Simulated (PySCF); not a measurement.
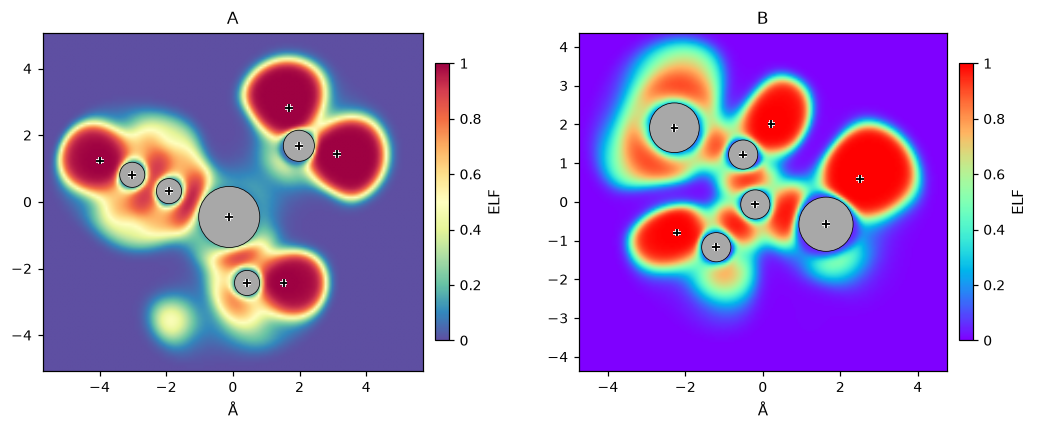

The ELF of 2 systems, each on a plane through atoms (crosses mark nuclei in the plane; grey discs cover the cores).

Computed with CAM-B3LYP/def2-SVPD, SCF density, gas phase (PySCF 2.14.0).

System 1: C3H7B2Cl2Ga, the plane of atoms H14, B7 and H15. Geometry: GFN2-xTB.

| atom | x (Å) | y (Å) | z (Å) |
| --- | --- | --- | --- |
| B | -1.9734 | -1.2187 | 1.3608 |
| C | -0.6116 | -0.6366 | 1.7813 |
| Ga | 0.0113 | 0.2709 | 0.0492 |
| C | -0.8788 | 1.7016 | -0.9644 |
| C | -1.4144 | 2.5790 | -1.5968 |
| Cl | 0.9300 | -1.1835 | -1.4852 |
| B | 2.6382 | -0.4471 | -1.1780 |
| Cl | 2.2595 | 0.8434 | 0.1378 |
| H | -2.9406 | -0.5592 | 1.4339 |
| H | -2.0405 | -2.2994 | 0.9099 |
| H | 0.1795 | -1.3556 | 2.0203 |
| H | -0.6366 | 0.1497 | 2.5421 |
| H | -1.8856 | 3.3435 | -2.1511 |
| H | 3.3465 | -1.2726 | -0.7262 |
| H | 3.0122 | 0.0924 | -2.1555 |

System 2: C4H8BrFSi (SMILES C/C(=C\Br)[SiH2]CF), the plane of atoms C2, C3 and H11. Geometry: GFN2-xTB.

```xyz
15

C     1.0829   -0.7142    1.3958
C     0.7935    0.3586    0.3965
C     1.7268    0.9866   -0.3040
Br    3.5973    0.6472   -0.1836
Si   -1.0251    0.8291    0.1503
C    -1.9409   -0.6888   -0.5941
F    -1.9295   -1.7427    0.2987
H     0.4565   -1.5846    1.2087
H     0.8495   -0.3541    2.3977
H     2.1273   -1.0187    1.3708
H     1.5136    1.7650   -1.0176
H    -1.1572    1.9223   -0.8149
H    -1.6294    1.1372    1.4471
H    -2.9919   -0.4746   -0.8007
H    -1.4779   -1.0602   -1.5123
```

Match each panel to its system.

Panel A is system 1, C3H7B2Cl2Ga: the plane holds C, Ga, B and H. C–C (1.21 Å): the ELF peaks at about 0.85 between the atoms (a multiple bond). Panel B is system 2, C4H8BrFSi: the plane holds C, Br, Si and H. C–C (1.33 Å): the ELF peaks at about 0.90 between the atoms; a multiple bond.
